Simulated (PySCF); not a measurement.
# C6H14BFSi: what the fields show

```tsv
atom	x (Å)	y (Å)	z (Å)
B	0.0511	1.9820	0.6397
C	-0.5502	0.5043	0.4158
C	-1.7377	0.5009	-0.5645
C	-2.3326	-0.8622	-0.7179
C	-3.4737	-1.2417	-0.1735
C	0.6139	-0.3552	-0.0988
C	1.8116	-0.0750	0.7938
F	1.8266	1.3286	0.9907
Si	3.5225	-0.5835	0.0904
H	0.2951	2.6176	-0.3165
H	-0.1529	2.5427	1.6484
H	-0.9046	0.0598	1.3531
H	-1.3960	0.8673	-1.5354
H	-2.4941	1.1917	-0.1872
H	-1.7532	-1.5659	-1.3026
H	-3.8621	-2.2402	-0.2874
H	-4.0739	-0.5618	0.4092
H	0.8473	-0.0711	-1.1279
H	0.3958	-1.4240	-0.0750
H	1.6304	-0.4800	1.7961
H	3.6560	0.0368	-1.2250
H	3.5288	-2.0427	-0.0034
H	4.5473	-0.1013	1.0124
```

Geometry: GFN2-xTB.

Method: PySCF, PBE0/pcSseg-1, SCF density, gas phase, non-relativistic.

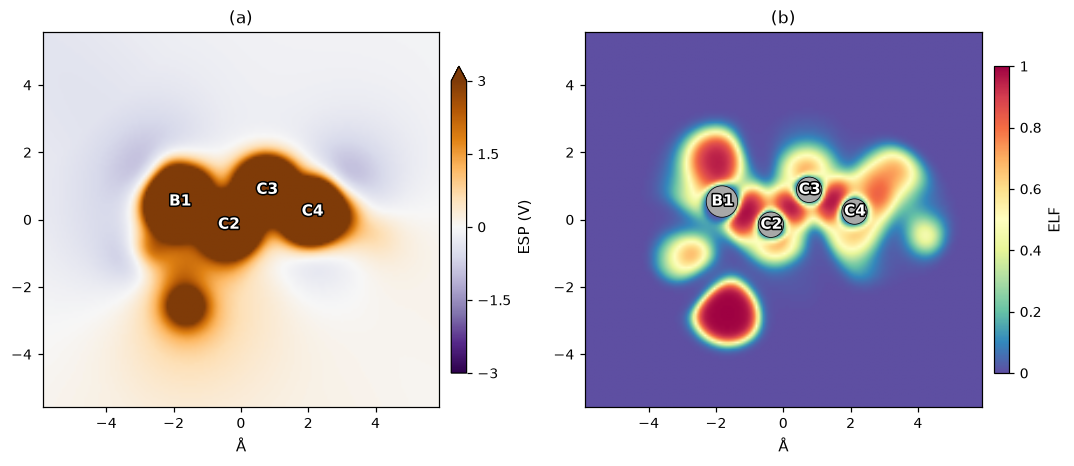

Figure 1. (a) molecular electrostatic potential; (b) electron localisation function on the plane of atoms C2, C3 and C4. Grey discs cover the atomic cores in the ELF map.

### Read the bonding off the picture.

The plane passes through B and C nuclei. C–B (1.61 Å): the ELF peaks at about 1 between the atoms (localised, covalent bonding). C–C (1.50 Å): the ELF peaks at about 0.95 between the atoms; a covalent bond. Outside the dense part of the molecule the potential is most negative (−0.9 V) near C4.

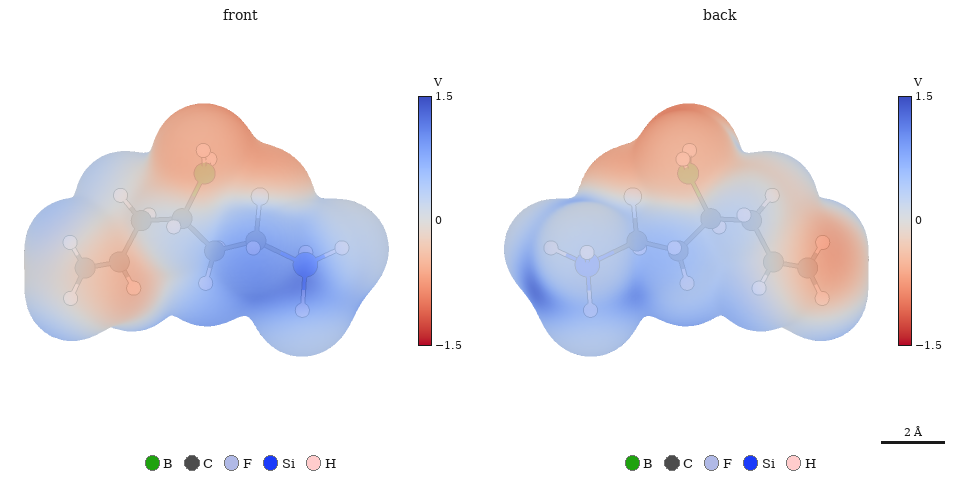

Figure 2. The electrostatic potential painted on the density surface at 0.001 e/bohr³, seen from the front and from behind; the colour scale runs from red (negative) to blue (positive).

### Describe the electrostatic potential map.

The most negative region (about −0.8 V) lies over H11, the most positive (about +1.1 V) over Si9.

### How polar is the molecule by this calculation?

Its dipole moment is 2.90 D.
